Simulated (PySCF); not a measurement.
# H7N2OSi (charge +1): what the fields show

Input file:

```
import pyscf.grad
from pyscf import gto, dft

molecule = gto.M(
    atom='input.xyz',
    max_memory=3720,
    spin=0,
    verbose=3,
    basis='def2-tzvpd',
    charge=1,
)

mf = dft.RKS(molecule)
mf.xc = 'pbe0'
mf = mf.density_fit(auxbasis='def2-universal-jkfit')
mf.max_cycle = 100
mf.conv_tol = 1e-09
mf.grids.level = 3
mf.kernel()
if not mf.converged:
    mf = mf.newton().run(mf.mo_coeff, mf.mo_occ)

etot = mf.e_tot
print('E = %.10f Eh' % etot)
grad = mf.Gradients().kernel()
dip = mf.dip_moment()
pop, q = mf.mulliken_pop()
```

Launched as:

```sh
OMP_NUM_THREADS=2 python run.py
```

Geometry: PBE0-D3(BJ)/def2-SVP.

Level of theory: Gaussian-basis quantum chemistry of an isolated molecule with PySCF, energy and nuclear gradient, functional PBE0 (PySCF).

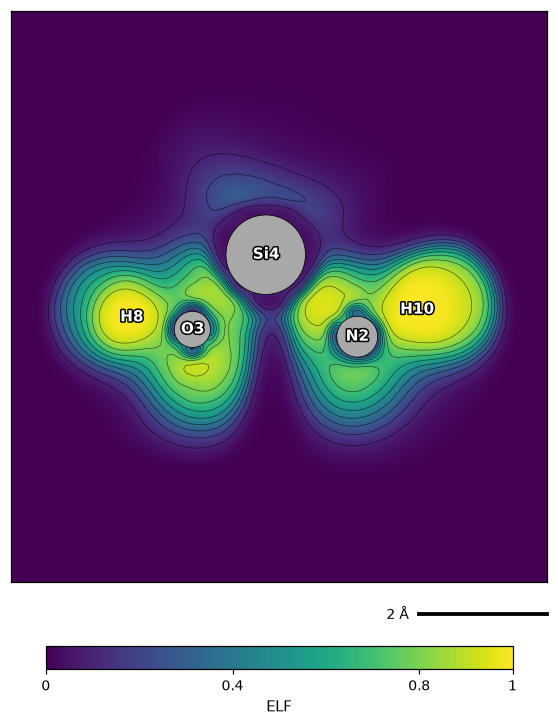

Figure 1. Electron localisation function on the plane of atoms Si4, O3 and H8. Grey discs cover the atomic cores.

Q: Interpret the plot.

A: The section cuts through N, O, Si and H sites. Si–O (1.63 Å): the ELF peaks at about 0.85 between the atoms, as expected for a polar covalent bond. O–H (0.96 Å): the ELF climbs to about 1 towards the hydrogen, as it does in any bond to H: an ordinary covalent bond to hydrogen. Si–N (1.91 Å): the ELF peaks at about 0.95 between the atoms, as expected for a polar covalent bond. N–H (1.03 Å): the ELF climbs to about 1 towards the hydrogen (an ordinary covalent bond to hydrogen). The ELF also peaks beside O3, away from the bonds: lone-pair regions.

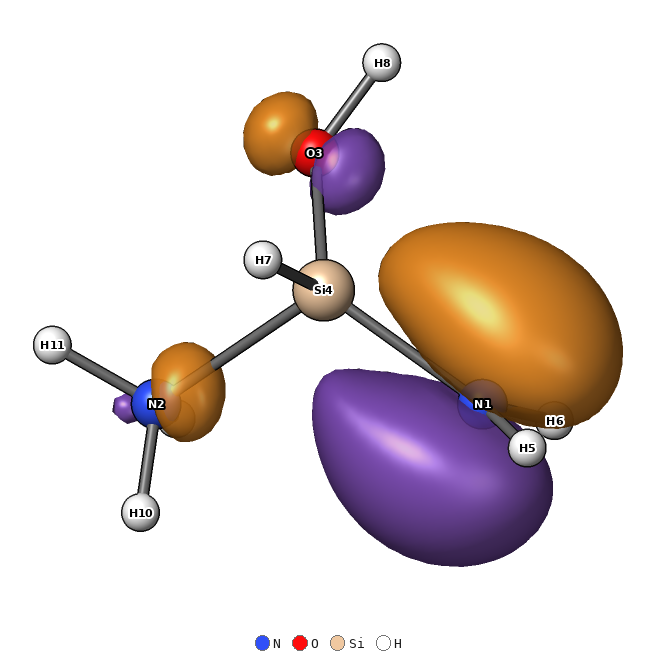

Figure 2. One frontier orbital at ±0.15 Å⁻³ᐟ² (orange and purple are the two phases), seen at an oblique angle.

Q: Which orbital is it: HOMO or LUMO?

A: The HOMO, at −12.87 eV. By Hirshfeld shares it lies mainly on N1 (about 70 %) and Si4 (about 15 %); largely a lone pair of N1.

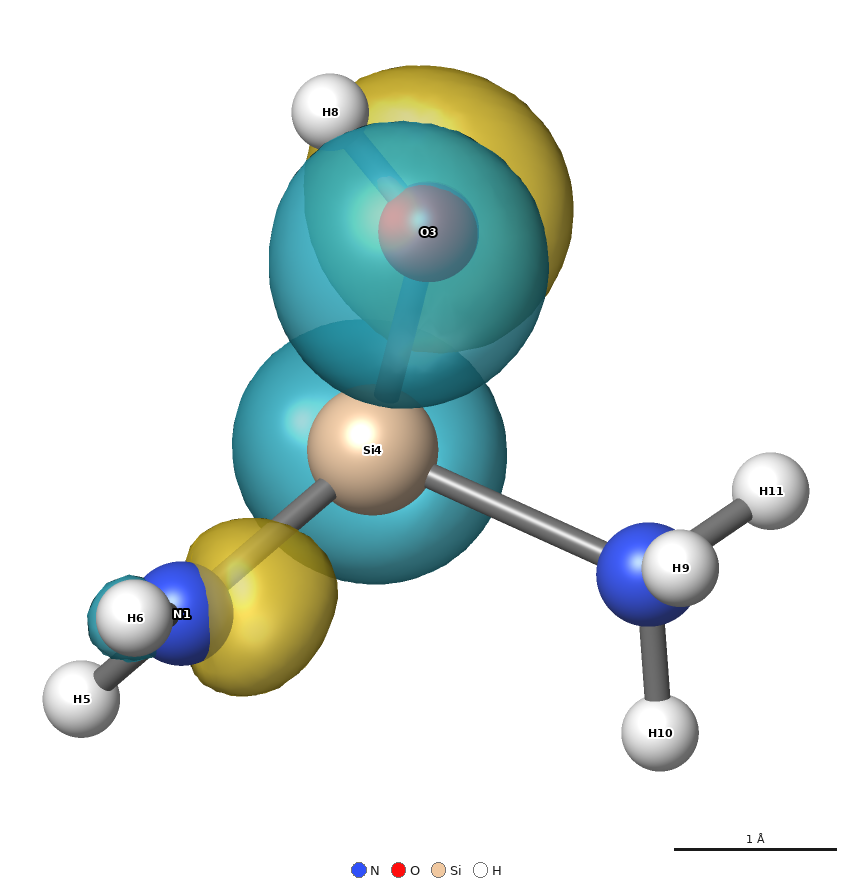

Figure 3. The HOMO−1 at ±0.15 Å⁻³ᐟ² (yellow and cyan are the two phases), seen across its widest extent.

Q: Where does this orbital lie, and at what energy?

A: Its weight (Hirshfeld) is mainly on O3 (about 60 %), Si4 (about 15 %) and H7 (about 15 %). Its energy is −14.38 eV.
